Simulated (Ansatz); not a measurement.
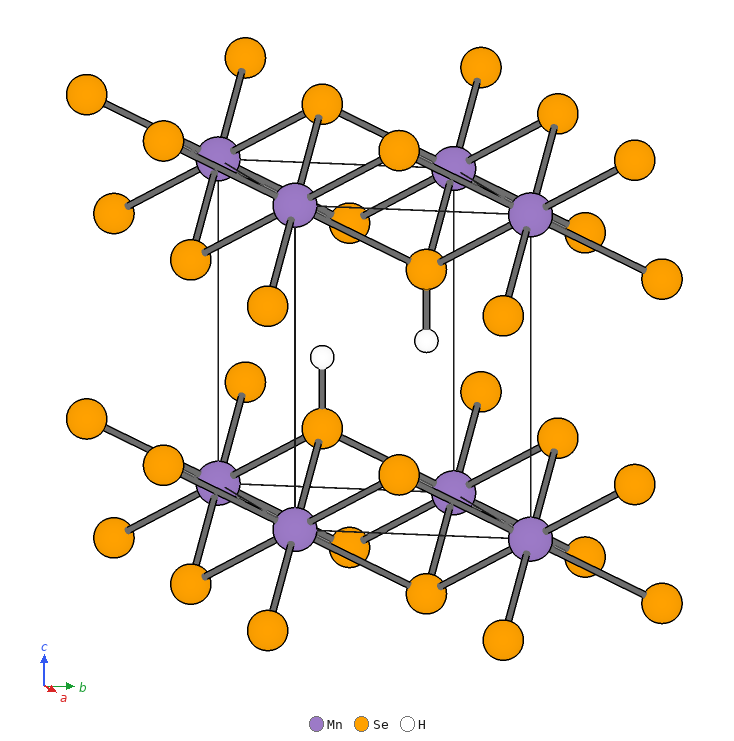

The image is a ball-and-stick drawing of a crystal, viewed slightly off an axis. Lines trace the edges of the simulation cell. The first bonded neighbours in the surrounding cells are also shown.

```
CELL_PARAMETERS angstrom
2.02744 3.51163 0.00000
-2.02744 3.51163 0.00000
0.00000 0.00000 5.58951
ATOMIC_POSITIONS crystal
Mn 0.00000 0.00000 0.00000
Se 0.33330 0.33340 0.22600
Se 0.66670 0.66660 0.77400
H 0.33330 0.33340 0.44600
H 0.66670 0.66660 0.55400
```

Computed with DFT, PAW plane waves, PBE in Ansatz 0.2.0. Settings: plane-wave cutoff 420 eV, k-mesh 10×10×6, Fermi-Dirac smearing of 0.1 eV, no spin polarisation (a spin-restricted run, not always the ground state).

Question: What are the atomic charges by Bader's partition?

Answer: Mn +0.80 e; H -0.20 e; Se -0.20 e.

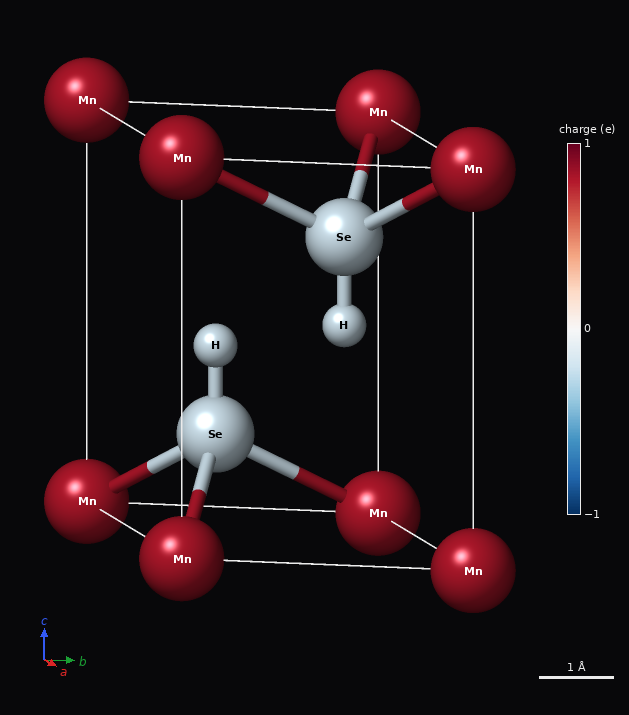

The atoms coloured by those charges.

Where the cell comes from: a generated cell, made by putting these elements into a known structure type (the compound may or may not exist in this form). No relaxation was applied. It was run through Ansatz as a DFT input.

At this level of theory the cell isn't at rest (compressed, at 8 GPa and forces up to 11.0 eV/Å), so its distances can differ from those at equilibrium, the more so the softer the solid.
